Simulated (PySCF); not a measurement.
**One shape, several levels: CH3ClF2Ge (SMILES [CH3][Ge]([F])([F])[Cl])**

Wanted: a comparison of 6 runs (HF/STO-3G, HF/def2-SVP, B3LYP/6-31G*, TPSSh/pcseg-1, BLYP/def2-SVPD, MP2/6-31G**) of CH3ClF2Ge. The job is set up through a Python script.

Program for the calculation: PySCF 2.14.0.

### 1 Starting point

The species is CH3ClF2Ge (8 atoms), meant as a singlet with charge 0. SMILES: `[CH3][Ge]([F])([F])[Cl]`. Geometry: relaxed at PBE0-D4/def2-TZVP.

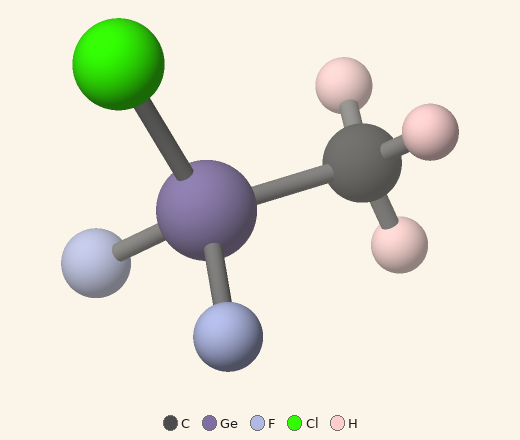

Viewed from a chosen angle; carbon dark grey, germanium purple, fluorine light blue, chlorine green, hydrogen pink.

### 2 Energy and gradient at HF/STO-3G (run 1)

File calc.py:

```python
# [CH3][Ge]([F])([F])[Cl]
import pyscf.grad
from pyscf import gto

mol = gto.M(
    atom=[
    ('C', (-0.896500, -0.292000, 0.532500)),
    ('Ge', (0.702500, 0.159100, -0.421800)),
    ('F', (2.080800, -0.608700, 0.261100)),
    ('F', (0.652300, -0.415600, -2.041200)),
    ('Cl', (1.136700, 2.231900, -0.517500)),
    ('H', (-1.027600, -1.373600, 0.509500)),
    ('H', (-0.807900, 0.048000, 1.563800)),
    ('H', (-1.748100, 0.194000, 0.057800)),
],
    verbose=4,
    basis='sto-3g',
    max_memory=1860,
)

hf = mol.RHF()
hf.conv_tol = 1e-10
hf.kernel()
if not hf.converged:
    hf = hf.newton().run(hf.mo_coeff, hf.mo_occ)

e_final = hf.e_tot
print(f'total energy: {e_final:.8f} hartree')
grad = hf.Gradients().kernel()
dip = hf.dip_moment()
pop, q = hf.mulliken_pop()
```

On the command line:

```bash
$ OMP_NUM_THREADS=1 python calc.py
```

What it wrote:

```text
PySCF version 2.14.0

[... 62 lines left out ...]
converged SCF energy = -2741.67487699211
total energy: -2741.67487699 hartree
[... 11 lines left out ...]
Dipole moment(X, Y, Z, Debye): -1.96924, -1.86688,  1.06539
[... 15 lines left out ...]
pop of  1 Ge 3pz          1.97992
pop of  1 Ge 4px          0.69418
pop of  1 Ge 4py          0.57849
pop of  1 Ge 4pz          0.63134
pop of  1 Ge 3dxy         1.99311
pop of  1 Ge 3dyz         1.99539
pop of  1 Ge 3dz^2        1.99008
pop of  1 Ge 3dxz         1.99023
pop of  1 Ge 3dx2-y2      1.98990
pop of  2 F 1s            1.99925
pop of  2 F 2s            1.96185
pop of  2 F 2px           1.62930
pop of  2 F 2py           1.83193
pop of  2 F 2pz           1.87745
pop of  3 F 1s            1.99925
pop of  3 F 2s            1.96184
pop of  3 F 2px           1.95282
pop of  3 F 2py           1.87728
pop of  3 F 2pz           1.50861
pop of  4 Cl 1s           1.99997
pop of  4 Cl 2s           1.99899
pop of  4 Cl 3s           1.98595
pop of  4 Cl 2px          1.99908
pop of  4 Cl 2py          1.99143
pop of  4 Cl 2pz          1.99943
pop of  4 Cl 3px          1.94891
pop of  4 Cl 3py          1.49828
pop of  4 Cl 3pz          1.96934
pop of  5 H 1s            0.92261
pop of  6 H 1s            0.92240
pop of  7 H 1s            0.92235
 ** Mulliken atomic charges  **
charge of    0C =     -0.37121
charge of    1Ge =      1.12957
charge of    2F =     -0.29979
charge of    3F =     -0.29982
charge of    4Cl =     -0.39139
charge of    5H =      0.07739
charge of    6H =      0.07760
charge of    7H =      0.07765
```

It took 5.4 s on 1 thread of Intel Xeon at 2.70GHz, shared host; peak memory 0.12 GiB.

### 3 Energy and forces at HF/def2-SVP (run 2)

File run.py:

```python
from pyscf import gto, scf

molecule = gto.M(
    atom='''
C       -0.896500      -0.292000       0.532500
Ge       0.702500       0.159100      -0.421800
F        2.080800      -0.608700       0.261100
F        0.652300      -0.415600      -2.041200
Cl       1.136700       2.231900      -0.517500
H       -1.027600      -1.373600       0.509500
H       -0.807900       0.048000       1.563800
H       -1.748100       0.194000       0.057800
''',
    basis='def2-svp',
    max_memory=1860,
    verbose=4,
)

mf = scf.RHF(molecule)
mf.conv_tol = 1e-10
mf.kernel()
if not mf.converged:
    mf = mf.newton().run(mf.mo_coeff, mf.mo_occ)

energy = mf.e_tot
print('Final energy', energy)
grad = mf.nuc_grad_method().kernel()
mf.analyze()
```

On the command line:

```bash
$ OMP_NUM_THREADS=1 python run.py
```

What it wrote:

```text
PySCF version 2.14.0

[... 78 lines left out ...]
One-electron Energy =                -4886.591026264263746
[... 11 lines left out ...]
MO #7   energy= -26.2793228351715  occ= 2
[... 9 lines left out ...]
MO #17  energy= -5.26244902872868  occ= 2
[... 9 lines left out ...]
MO #27  energy= -0.768819563718552 occ= 2
[... 9 lines left out ...]
MO #37  energy= -0.486828759585763 occ= 2
[... 9 lines left out ...]
MO #47  energy= 0.458857244370658  occ= 0
[... 9 lines left out ...]
MO #57  energy= 0.834842664453245  occ= 0
[... 9 lines left out ...]
MO #67  energy= 1.17978166954348   occ= 0
[... 9 lines left out ...]
MO #77  energy= 1.68646215296847   occ= 0
[... 9 lines left out ...]
MO #87  energy= 2.44532274971623   occ= 0
[... 9 lines left out ...]
MO #97  energy= 3.22527206027284   occ= 0
[... 9 lines left out ...]
MO #107 energy= 3.97983509486118   occ= 0
[... 79 lines left out ...]
pop of  4 Cl 4s           0.00138
pop of  4 Cl 2px          2.00000
pop of  4 Cl 2py          1.99999
pop of  4 Cl 2pz          2.00000
pop of  4 Cl 3px          1.92364
pop of  4 Cl 3py          1.56286
pop of  4 Cl 3pz          1.93428
pop of  4 Cl 4px          0.00060
pop of  4 Cl 4py          0.00051
pop of  4 Cl 4pz          0.00035
pop of  4 Cl 3dxy         0.00288
pop of  4 Cl 3dyz         0.00207
pop of  4 Cl 3dz^2        0.00243
pop of  4 Cl 3dxz         0.00015
pop of  4 Cl 3dx2-y2      0.00648
pop of  5 H 1s            0.86618
pop of  5 H 2s            0.00876
pop of  5 H 2px           0.00014
pop of  5 H 2py           0.00173
pop of  5 H 2pz           0.00003
pop of  6 H 1s            0.86754
pop of  6 H 2s            0.00854
pop of  6 H 2px           0.00007
pop of  6 H 2py           0.00014
pop of  6 H 2pz           0.00171
pop of  7 H 1s            0.86755
pop of  7 H 2s            0.00855
pop of  7 H 2px           0.00136
pop of  7 H 2py           0.00029
pop of  7 H 2pz           0.00027
 ** Mulliken atomic charges  **
charge of    0C =     -0.49422
charge of    1Ge =      1.48740
charge of    2F =     -0.53164
charge of    3F =     -0.53162
charge of    4Cl =     -0.29706
charge of    5H =      0.12316
charge of    6H =      0.12200
charge of    7H =      0.12198
Dipole moment(X, Y, Z, Debye): -3.06241, -0.02526,  1.89792
```

Wall time 24 s (1 thread of Intel Xeon at 2.70GHz, shared host); peak memory 0.24 GiB.

Runs 3 to 5 aren't shown in full; the table further down has their settings and results.

### 4 Energy and gradient at MP2/6-31G(d,p) (spherical functions) (run 6)

File calc.py:

```python
from pyscf import gto, scf, mp

mol = gto.M(
    atom=[
    ('C', (-0.896500, -0.292000, 0.532500)),
    ('Ge', (0.702500, 0.159100, -0.421800)),
    ('F', (2.080800, -0.608700, 0.261100)),
    ('F', (0.652300, -0.415600, -2.041200)),
    ('Cl', (1.136700, 2.231900, -0.517500)),
    ('H', (-1.027600, -1.373600, 0.509500)),
    ('H', (-0.807900, 0.048000, 1.563800)),
    ('H', (-1.748100, 0.194000, 0.057800)),
],
    max_memory=1860,
    charge=0,
    spin=0,
    verbose=4,
    basis='6-31g**',
)

mf = scf.RHF(mol)
mf.conv_tol = 1e-10
mf.kernel()
if not mf.converged:
    mf = mf.newton().run(mf.mo_coeff, mf.mo_occ)

pt = mp.MP2(mf, frozen=17).run()
e_final = pt.e_tot
print(f'total energy: {e_final:.8f} hartree')
grad = pt.nuc_grad_method().kernel()
mf.analyze()
```

On the command line:

```bash
$ OMP_NUM_THREADS=1 python calc.py
```

What it wrote:

```text
PySCF version 2.14.0

[... 85 lines left out ...]
One-electron Energy =                -4886.489240391822932
[... 11 lines left out ...]
MO #7   energy= -26.2875525368976  occ= 2
[... 9 lines left out ...]
MO #17  energy= -5.28286368007396  occ= 2
[... 9 lines left out ...]
MO #27  energy= -0.768267682639864 occ= 2
[... 9 lines left out ...]
MO #37  energy= -0.486860727828287 occ= 2
[... 9 lines left out ...]
MO #47  energy= 0.38531733675004   occ= 0
[... 9 lines left out ...]
MO #57  energy= 0.841897473404527  occ= 0
[... 9 lines left out ...]
MO #67  energy= 1.22520202507227   occ= 0
[... 9 lines left out ...]
MO #77  energy= 1.74945978105373   occ= 0
[... 9 lines left out ...]
MO #87  energy= 2.29775328237309   occ= 0
[... 9 lines left out ...]
MO #97  energy= 2.91934547129468   occ= 0
[... 9 lines left out ...]
MO #107 energy= 4.04383141401765   occ= 0
[... 79 lines left out ...]
pop of  4 Cl 4s           0.00242
pop of  4 Cl 2px          2.00000
pop of  4 Cl 2py          1.99999
pop of  4 Cl 2pz          2.00000
pop of  4 Cl 3px          1.92845
pop of  4 Cl 3py          1.55087
pop of  4 Cl 3pz          1.94054
pop of  4 Cl 4px          0.00123
pop of  4 Cl 4py          0.00322
pop of  4 Cl 4pz          0.00074
pop of  4 Cl 3dxy         0.00229
pop of  4 Cl 3dyz         0.00145
pop of  4 Cl 3dz^2        0.00228
pop of  4 Cl 3dxz         0.00010
pop of  4 Cl 3dx2-y2      0.00602
pop of  5 H 1s            0.85753
pop of  5 H 2s            0.00692
pop of  5 H 2px           0.00006
pop of  5 H 2py           0.00109
pop of  5 H 2pz           0.00001
pop of  6 H 1s            0.85929
pop of  6 H 2s            0.00677
pop of  6 H 2px           0.00002
pop of  6 H 2py           0.00009
pop of  6 H 2pz           0.00106
pop of  7 H 1s            0.85931
pop of  7 H 2s            0.00678
pop of  7 H 2px           0.00081
pop of  7 H 2py           0.00019
pop of  7 H 2pz           0.00017
 ** Mulliken atomic charges  **
charge of    0C =     -0.52461
charge of    1Ge =      1.48765
charge of    2F =     -0.53085
charge of    3F =     -0.53084
charge of    4Cl =     -0.30126
charge of    5H =      0.13440
charge of    6H =      0.13277
charge of    7H =      0.13274
Dipole moment(X, Y, Z, Debye): -3.05919, -0.33201,  1.87007
```

Run time: 75 s. Hardware: 1 thread of Intel Xeon at 2.70GHz, shared host; peak memory 1.4 GiB.

### 5 Overview of the runs

| run | level | integration grid | frozen core orbitals | energy (Eh) | dipole moment (D) of the reference | HOMO energy (eV) | LUMO energy (eV) | wall time |
| --- | --- | --- | --- | --- | --- | --- | --- | --- |
| 1 | HF/STO-3G | – | – | -2741.674877 | 2.92 | -10.35 | 8.34 | 5.4 s |
| 2 | HF/def2-SVP | – | – | -2772.897330 | 3.60 | -12.99 | 3.63 | 24 s |
| 3 | B3LYP/6-31G* (spherical functions) | 5 | – | -2776.674995 | 3.36 | -9.18 | -0.59 | 60 s |
| 4 | TPSSh/pcseg-1 | 5 | – | -2776.596783 | 3.42 | -8.96 | -1.05 | 1.8 min |
| 5 | BLYP/def2-SVPD | 5 | – | -2776.378204 | 3.32 | -8.16 | -1.72 | 1.8 min |
| 6 | MP2/6-31G** (spherical functions) | – | 17 | -2774.058602 | 3.60 | -12.97 | 3.64 | 75 s |

### 6 Results

```
                                           quantity           value
                                run 6: total energy  -2774.05860 Eh
        run 6: dipole moment (Hartree–Fock density)          3.60 D
         run 6: HOMO energy (Hartree–Fock orbitals)       -12.97 eV
         run 6: LUMO energy (Hartree–Fock orbitals)         3.64 eV
       run 6: HOMO–LUMO gap (Hartree–Fock orbitals)        16.61 eV
run 6: correlation energy (17 core orbitals frozen)      -869.7 mEh
                    run 6: largest force on an atom      0.331 eV/Å
```

**Reading.** Over runs 1, 2, 3, 4, 5 the dipole moment (its size) runs from 2.92 D (HF/STO-3G) to 3.60 D (HF/def2-SVP). Over runs 1, 2, 3, 4, 5 the HOMO–LUMO gap runs from 6.43 eV (BLYP/def2-SVPD) to 18.69 eV (HF/STO-3G). The two ends differ in method and basis. Totals of different functionals can't be ranked against each other. In run 1 the basis is minimal, so the values are rough. All runs together took 6.4 min, the longest 1.8 min.
